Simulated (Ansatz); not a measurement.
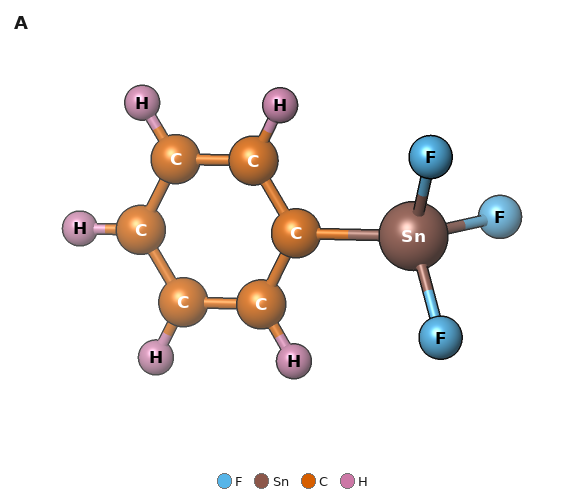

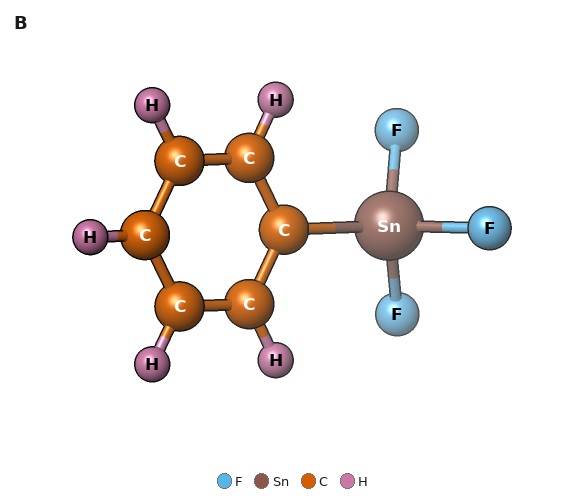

Distant atoms are faded towards the background colour. The computed structure is the end point of a PBE0-D4/def2-TZVP optimisation.

> Are A and B the same structure? If not, how do they differ?

Yes. They are the same structure, C6H5F3Sn ([F][Sn]([F])([F])[c]1ccccc1), seen from two directions. With point group Cs it is achiral, so its mirror image would be the same too.
